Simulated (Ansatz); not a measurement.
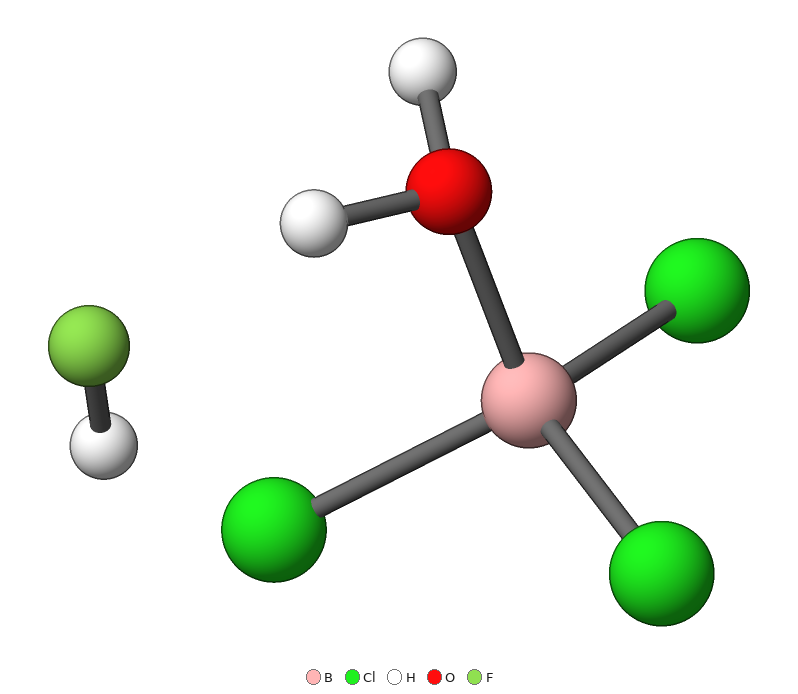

Harmonic vibrations computed with RKS PBE0-D4/def2-TZVP (Ansatz 0.2.0) at a stationary point of the same level.

Question: Minimum or transition state?

Answer: A minimum: no imaginary frequency, and the lowest mode lies at 43 cm⁻¹.

Question: How many vibrational modes are there, and where do they lie?

Answer: 21 modes: 43, 167, 180, 223, 245, 310, 313, 344, 395, 470, 598, 668, 726, 756, 770, 954, 1154, 1639, 3236, 3519, 3791 cm⁻¹.
